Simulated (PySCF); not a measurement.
**Excited-state calculation of C5H10GaN**

System: C5H10GaN.
Method: TDDFT wB97X-D/def2-SVPD, vertical, gas phase, core orbitals frozen in the response (PySCF 2.14.0).

The geometry comes from this level: GFN2-xTB.

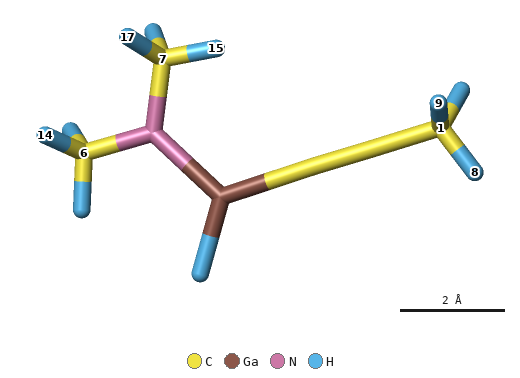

Fig. 1: The structure (stick view, seen at a tilt; atoms are numbered from 1 in the order of the input). Sticks mark near contacts.

Key numbers:

```json
{"quantity": "outcome", "value": "converged"}
{"quantity": "total energy", "value": "−2175.665448 hartree"}
{"quantity": "HOMO", "value": "−8.08 eV"}
{"quantity": "LUMO", "value": "0.75 eV"}
{"quantity": "dipole moment", "value": "1.08 D"}
{"quantity": "mean polarisability", "value": "100.43 a.u."}
{"quantity": "lowest singlet excitation", "value": "4.94 eV"}
{"quantity": "hardware", "value": "1 CPU thread, shared host"}
{"quantity": "wall time", "value": "2.1 min"}
{"quantity": "peak memory", "value": "1 GiB"}
```

Notes:

Spin–orbit coupling is left out, which matters for the heavy atoms.

Input file:
```
{"job": {"kind": "uv", "xc": "wB97X-D", "basis": "def2-SVPD", "nstates": 8, "ntriplets": 3}, "charge": 0, "multiplicity": 1}
C      4.088568    -0.129857     0.133632
C      2.684400    -0.479367     0.091813
C      1.506321    -0.762164     0.056990
Ga    -0.371078    -1.265710     0.007115
N     -1.661286     0.028820    -0.025986
C     -3.072209    -0.294228    -0.068555
C     -1.387534     1.449994    -0.024436
H      4.699112    -1.029812     0.064573
H      4.316175     0.381875     1.068542
H      4.333268     0.528792    -0.699461
H     -0.890429    -2.726657    -0.005343
H     -3.545845     0.099183    -0.977436
H     -3.183856    -1.384159    -0.060094
H     -3.603176     0.119638     0.798642
H     -0.303796     1.597387     0.009005
H     -1.780041     1.934878    -0.927980
H     -1.835591     1.943415     0.847993
```

The first line tells a small driver script what to run in PySCF; the rest is the geometry in Å.

Run as:
```bash
OMP_NUM_THREADS=1 python <driver script> task.json out
```

What the program printed:
```
coarse grid: 63160 points
cycle   1  E = -2175.5933768798  dE =  1.825e-01  |g| = 6.027e-01  |ddm| = 8.384e+00
cycle   2  E = -2175.5948242017  dE = -1.447e-03  |g| = 6.742e-01  |ddm| = 3.454e+00
cycle   3  E = -2175.6643313131  dE = -6.951e-02  |g| = 6.191e-02  |ddm| = 1.673e+00
cycle   4  E = -2175.6651652076  dE = -8.339e-04  |g| = 3.853e-02  |ddm| = 2.212e-01
cycle   5  E = -2175.6655061432  dE = -3.409e-04  |g| = 9.627e-03  |ddm| = 1.178e-01
cycle   6  E = -2175.6655278027  dE = -2.166e-05  |g| = 3.164e-03  |ddm| = 2.663e-02
cycle   7  E = -2175.6655309754  dE = -3.173e-06  |g| = 1.572e-03  |ddm| = 1.741e-02
final grid: 134048 points
cycle   8  E = -2175.6654468972  dE = -1.330e-06  |g| = 2.145e-03  |ddm| = 2.480e-02
cycle   9  E = -2175.6654458370  dE =  1.060e-06  |g| = 3.104e-03  |ddm| = 1.312e-02
cycle  10  E = -2175.6654480778  dE = -2.241e-06  |g| = 1.691e-04  |ddm| = 6.820e-03
cycle  11  E = -2175.6654480877  dE = -9.833e-09  |g| = 9.146e-05  |ddm| = 6.700e-04
cycle  12  E = -2175.6654480922  dE = -4.497e-09  |g| = 4.700e-05  |ddm| = 3.249e-04
cycle  13  E = -2175.6654480932  dE = -9.823e-10  |g| = 1.132e-05  |ddm| = 2.081e-04
```

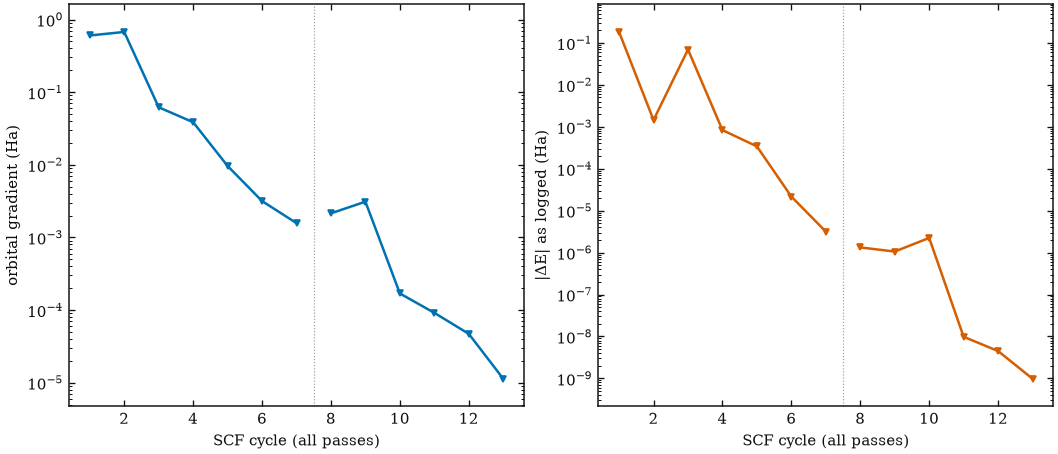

Fig. 2: Convergence of the self-consistent field: orbital gradient and size of the energy change against the SCF cycle. The dotted line marks the change from a coarse to the final integration grid. The first 7 cycles use a coarse grid, the final grid takes over at cycle 8, and the field converges after 13 cycles in all.

```
converged SCF energy = -2175.6654480932

Static polarisability (au): isotropic 100.430, principal 71.374 92.361 137.555

Singlet excitations
state   eV       nm        f      main configurations
  1   4.9400    251.0   0.19456   H->L 0.96
  2   5.3033    233.8   0.00021   H-1->L 0.90
  3   5.8271    212.8   0.00399   H->L+1 0.59, H->L+2 0.20, H->L+4 0.12
  4   5.9225    209.3   0.02944   H-2->L 0.73, H-1->L+2 0.12
  5   6.3972    193.8   0.00001   H-2->L+2 0.37, H->L+2 0.12, H-2->L+3 0.11
  6   6.6664    186.0   0.01682   H->L+4 0.42, H->L+3 0.21, H-3->L 0.11
  7   6.7617    183.4   0.02998   H-3->L 0.78
  8   6.9439    178.6   0.00031   H->L+2 0.45, H->L+1 0.09, H-2->L+3 0.09

Triplet excitations (Tamm-Dancoff, eV): 3.9880 4.9081 5.0688
```

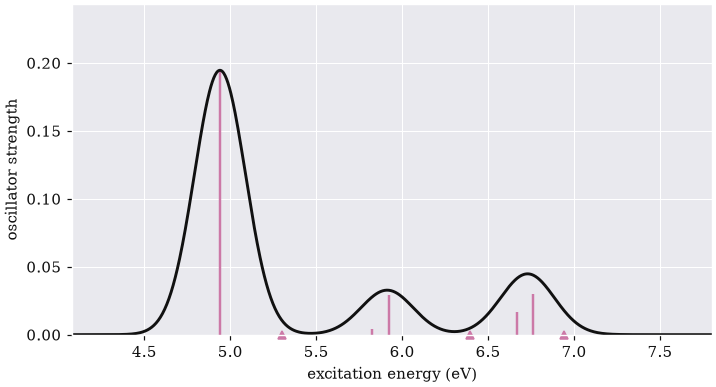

Fig. 3: Computed excitations as sticks (degenerate states added up, dark ones marked on the axis), with a Gaussian envelope of 0.35 eV full width at half maximum, scaled to the tallest. Of the 8 states the lowest lies at 4.94 eV (f = 0.195); the strongest line is at 4.94 eV, or 251 nm (f = 0.195).

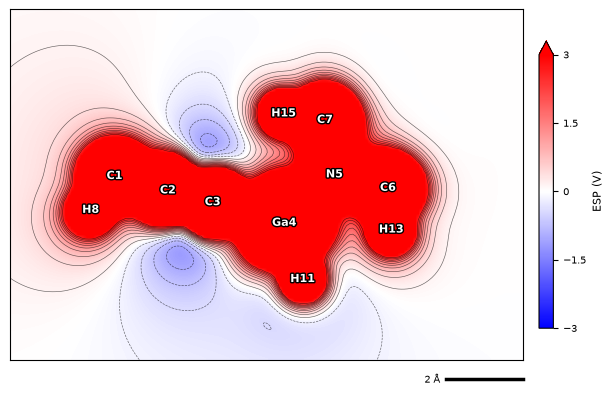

Fig. 4: Electrostatic potential on the plane of atoms Ga4, N5 and C6. The section cuts through C, Ga, N and H sites.

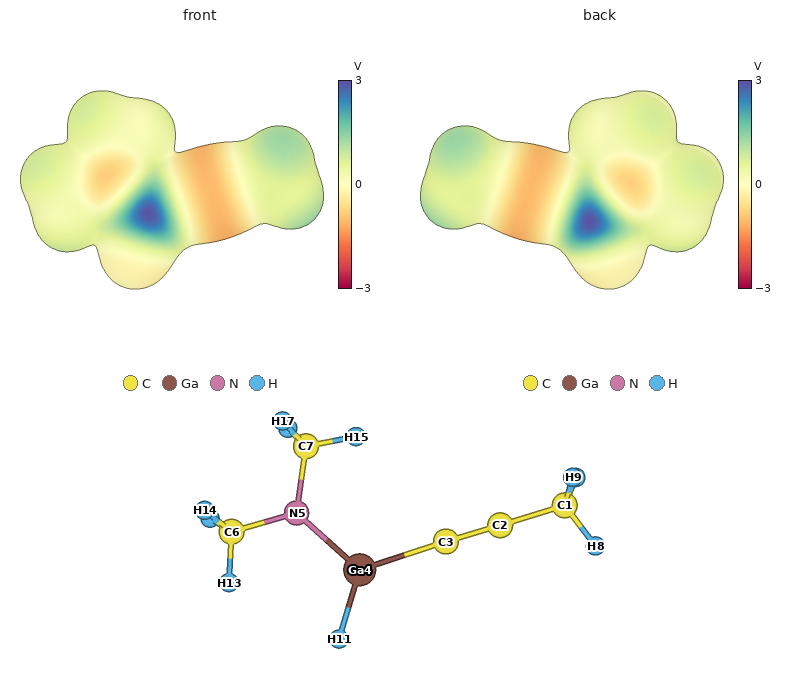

Fig. 5: The molecular electrostatic potential painted on the density surface at 0.004 e/bohr³, seen face on and from behind; the colour scale runs from red (negative) to blue (positive). The bare structure is drawn below in the same view.

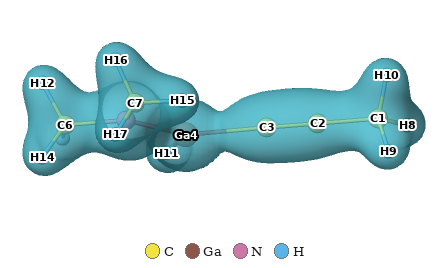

Fig. 6: Isosurface of the total electron density at 0.5 e/Å³ (cyan), seen from the side. At this value the surface is in one piece. On the grid the lowest density along these lines, outside the cores, is 2.7 e/Å³ (C–C, 1.21 Å), 1.8 e/Å³ (C–N, 1.45 Å), 0.88 e/Å³ (Ga–N, 1.83 Å) and 0.76 e/Å³ (C–Ga, 1.94 Å).
